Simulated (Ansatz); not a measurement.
# Rb3Br2F: complex band structure, part 3 of 3

A new crystal, Rb3Br2F: structure, gap and complex bands. It is built by putting F for Cl in the Rb3Br2Cl structure of space group I4/mmm, with the volume rescaled by atomic radii. The parent structure comes from the Materials Project.

Ansatz 0.2.0; PBE DFT, plane waves, PAW files (the session's first sound run).

So far, gap on the k-mesh (eV): step 3 (band edges, PBE) 4.09; step 5 (PBEsol) 4.01.

The structure was built from a prototype and need not be the compound's stable phase.

## 7. A repeat with changed settings

This step: PBE DFT, plane waves, PAW files; complex bands by layer matching along the plane's normal; changed: output.transmission.e_range = [-0.1, 0.1], output.transmission.de = 0.02, output.transmission.temperature = 900.0 (Ansatz 0.2.0).

This run repeats an earlier one, its twin (the complex run, plane (001)), with three settings changed (output.transmission.e_range, output.transmission.de, output.transmission.temperature; files written aside). It is meant to test what the energy window and step decide and how the leads' temperature enters. Where the input is shown as a difference, that is against the step before, not the twin.

input.yaml

```yaml
crystal:
  lattice:
    - [4.796993508, 0.0, 0.0]
    - [0.0, 4.796993508, 0.0]
    - [2.398496754, 2.398496754, 9.772136858]
  atoms:
    - { symbol: Rb, position: [0.3515650149, 0.3515650149, 0.2968699702] }
    - { symbol: Rb, position: [0.0, 0.0, 0.0] }
    - { symbol: Rb, position: [0.6484349851, 0.6484349851, 0.7031300298] }
    - { symbol: Br, position: [0.1680731813, 0.1680731813, 0.6638536374] }
    - { symbol: Br, position: [0.8319268187, 0.8319268187, 0.3361463626] }
    - { symbol: F, position: [0.5, 0.5, 0.0] }
kpoints:
  mp_grid: { grid: [6, 6, 6] }
scf:
  occupations: { method: fixed }
hamiltonian:
  xc: pbe
output:
  eigenvalues: true
  transmission:
    leads: [[0, 0]]
    kpoints: [[0.0, 0.0], [0.5, 0.0]]
    e_range: [-0.1, 0.1]
    de: 0.02
    temperature: 900.0
```

Command:

```console
> ansatz run input.yaml --threads 2 --pin off --max-ram 4096MiB --backend cpu --events-out ev --progress --plain --runs-dir out
```

Numbers of over 12 decimals in the logs are rounded to 6 here.

The log of the run:

```text
[...]
Crystal: 6 atoms, lattice volume = 224.868 Å³
Basis set: ecut = 420 eV, 4421 PW (Γ)
Bands: 30, of which v1, the nominal top of the filled ones, is band 24 counted from 1 (23 counted from 0)
Symmetry: 16 space group operations
[...]
k-points: 30 of 216
[...]
SCF iter   1: F=—  HF=-16185.912390 eV  |F-HF|=—  |Δ(HF+E_count)|=         —  Δρ=1.57e-3  dr2=1.10e-2  ethr=1.77e-3  ⟨swp⟩=5.7  Hψ=3761  notcnv=0  defer=83
[...]
SCF iter   7: F=-16185.908104 eV  HF=-16185.908104 eV  |F-HF|=1.70e-8  |Δ(HF+E_count)|=   2.30e-7  Δρ=2.62e-6  dr2=2.25e-8  ethr=2.08e-10  ⟨swp⟩=13.7  Hψ=5159  notcnv=0
SCF 1 converged in 7 iterations: F = -16185.908104 eV  dr2 = 2.25e-8
[...]
transmission: 16 of 32 steps passed
transmission: 32 of 32 steps passed
SCF converged after 7 iterations
Free energy (F): -16185.908104 eV
[...]
Internal energy: -16185.908104 eV  (E = F + TS)
E sigma→0 (E₀):  -16185.908104 eV
Fermi energy:    1.037181 eV
[...]
--- Band table (eV; the first three rows and the last of 30) ---
  k-point 0: bands = [... 20 lower, 0.8734, 0.9259, 1.0372, 1.0372, 5.1251, 7.0370, 7.0423, 7.2215, ... 2 higher]
  k-point 1: bands = [... 20 lower, 0.8764, 0.8764, 1.0335, 1.0335, 5.2178, 6.8354, 6.8740, 7.2535, ... 2 higher]
  k-point 2: bands = [... 20 lower, 0.8830, 0.8830, 1.0256, 1.0256, 5.4539, 6.4025, 6.7710, 7.4759, ... 2 higher]
  k-point 29: bands = [... 20 lower, 0.5895, 0.8141, 0.8228, 0.8341, 7.0386, 7.2342, 7.8922, 8.0125, ... 2 higher]
--- Transmission ---
  basis      : 197 plane waves across, 16 finite elements along
  points     : 2, as listed
[...]
crystal 0  : Br2Rb3F1, at the sites [0, 0], period 9.7721 Å: whole cells are its period
[...]
channels       : 0.000000e0 a spin
    conductance    : none, crystal 0 has no channel at the energies, or these end too early or step too widely for 900 K: set another output.transmission.e_range or a lower de, or, where they end at an eighth of basis.ecutwfc, a higher one
    slowest decay  : 0.1782 /Å at (0.0000, 0.0000)
```

It took 13 s on 2 threads of Intel Xeon 6975P-C (Granite Rapids), shared host; peak memory 0.61 GiB.

Numbers from this step:

- free energy: -16185.9081 eV
- Fermi energy: 1.037 eV
- gap on the k-mesh: 4.088 eV
- level to which the leads are filled: 2.044 eV from the Fermi level

K parallel (0, 0); values up to 1.5 1/Å, a degenerate pair printed once or twice; energies at which all values exceed this have no row. The Im kz of the slowest decaying states by energy, zero at the highest filled level on the SCF mesh:

| energy (eV) | decay 1 (Å⁻¹) | decay 2 (Å⁻¹) | decay 3 (Å⁻¹) | decay 4 (Å⁻¹) |
| --- | --- | --- | --- | --- |
| -0.1000 | 0.0446 | 0.236 | 0.330 | 0.820 |
| -0.0800 | 0.0735 | 0.239 | 0.335 | 0.825 |
| -0.0600 | 0.0933 | 0.227 | 0.340 | 0.830 |
| -0.0400 | 0.109 | 0.193 | 0.344 | 0.834 |
| -0.0200 | 0.0966 | 0.122 | 0.349 | 0.839 |
| 0.0000 | 0.00529 | 0.134 | 0.353 | 0.843 |
| 0.0200 | 0.145 | 0.212 | 0.357 | 0.847 |
| 0.0400 | 0.154 | 0.277 | 0.361 | 0.851 |
| 0.0600 | 0.163 | 0.321 | 0.365 | 0.855 |
| 0.0800 | 0.171 | 0.354 | 0.368 | 0.859 |
| 0.1000 | 0.178 | 0.372 | 0.381 | 0.863 |

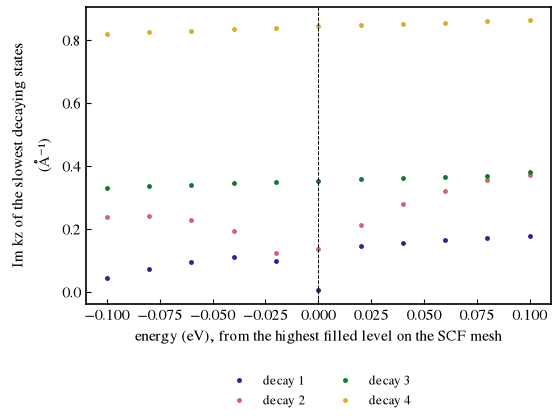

Im kz of the slowest decaying states against energy.

K parallel (0.5, 0); values up to 1.5 1/Å, a degenerate pair printed once or twice; energies at which all values exceed this have no row. Table of Im kz of the slowest decaying states by energy, zero at the highest filled level on the SCF mesh:

| energy (eV) | decay 1 (Å⁻¹) | decay 2 (Å⁻¹) | decay 3 (Å⁻¹) |
| --- | --- | --- | --- |
| -0.1000 | 0.252 | 0.629 | 0.645 |
| -0.0800 | 0.262 | 0.638 | 0.650 |
| -0.0600 | 0.270 | 0.647 | 0.655 |
| -0.0400 | 0.278 | 0.654 | 0.660 |
| -0.0200 | 0.285 | 0.662 | 0.665 |
| 0.0000 | 0.292 | 0.669 | 0.670 |
| 0.0200 | 0.298 | 0.674 | 0.675 |
| 0.0400 | 0.304 | 0.678 | 0.681 |
| 0.0600 | 0.309 | 0.682 | 0.687 |
| 0.0800 | 0.314 | 0.686 | 0.693 |
| 0.1000 | 0.319 | 0.690 | 0.698 |

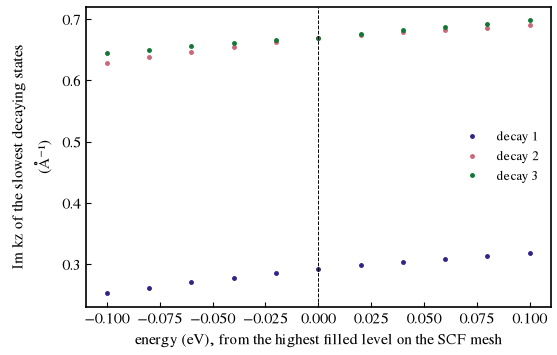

Im kz of the slowest decaying states against energy.

## 8. Summary of results

| Property | Result |
| --- | --- |
| band gap | 4.09 eV |
| least decay constant at mid-gap, normal to (001) | 0.340 Å⁻¹ |
| least decay constant, PBEsol | 0.334 Å⁻¹ |

In words: With PBE, the slowest decay at the wavevectors tried is κ = 0.340 Å⁻¹, normal to (001). Through such a film the transmission near mid-gap falls as exp(−2κd), a factor of ten every 3.4 Å. A free electron under a barrier of half the gap would need a mass of 0.22 mₑ to decay at this rate. With PBEsol the gap goes from 4.09 to 4.01 eV and the decay constant, over the first 2 listed wavevectors, from 0.340 to 0.334 Å⁻¹. The compound is made up by substitution; its stability against other phases and against distortions of the cell's symmetry was not tested. A semilocal functional narrows gaps, so real decay constants are likely larger.

[Logs are printed without paths, hosts, clocks, repeated set-up lines and the standing remarks that a program may print on its own settings, such as how far it seeks lower states.]

[Hosts, paths, dates, database ids (printed as entryN), source tags and the programs' standing remarks are cut or masked in the printed files.]

[New means built here by substitution; the compound itself may be known and measured.]
